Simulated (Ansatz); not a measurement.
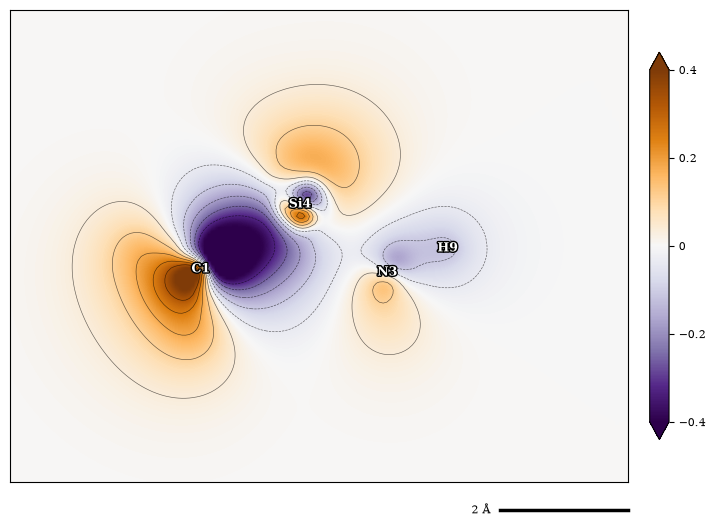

*CH$_{5}$FNSi (doublet). The HOMO−1 (β) on the plane of atoms C1, Si4 and N3 (values in Å⁻³ᐟ²; the overall sign is arbitrary).*

Geometry: BLYP-D3(BJ)/def2-SVP.

Computed with Ansatz, isolated molecule in a Gaussian basis; Kohn-Sham density functional theory, functional PBE0.

Input

```
crystal:
  periodic: [false, false, false]
  atoms:
    - symbol: C
      position_ang: [3.734556, -0.540310, 1.566656]
    - symbol: F
      position_ang: [1.099109, -1.109771, 0.757371]
    - symbol: "N"
      position_ang: [1.475770, 0.720955, 2.907757]
    - symbol: Si
      position_ang: [2.014959, 0.120868, 1.376520]
    - symbol: H
      position_ang: [4.447761, -0.134387, 2.303556]
    - symbol: H
      position_ang: [4.140305, -1.328307, 0.910006]
    - symbol: H
      position_ang: [1.870815, 1.239897, 0.393035]
    - symbol: H
      position_ang: [1.585127, 0.142847, 3.746059]
    - symbol: H
      position_ang: [0.615208, 1.273397, 2.962524]
basis:
  gaussian:
    orbitals: def2-TZVPD
magnetization:
  spin_polarized: true
  initial_magnetization: 1
hamiltonian:
  xc: pbe0
output:
  forces: true
  orbitals: {seedname: orbitals}
```

Run with:

```sh
ansatz run input.yaml --threads 2 --pin off --max-ram 4350MiB --events-out events.jsonl --progress --plain --runs-dir runs
```

Question: What is the character of this orbital?

Answer: Its weight (Hirshfeld) is mainly on Si4 (about 25 %), C1 (about 25 %), H7 (about 25 %) and F2 (about 15 %). Its energy is −9.36 eV.
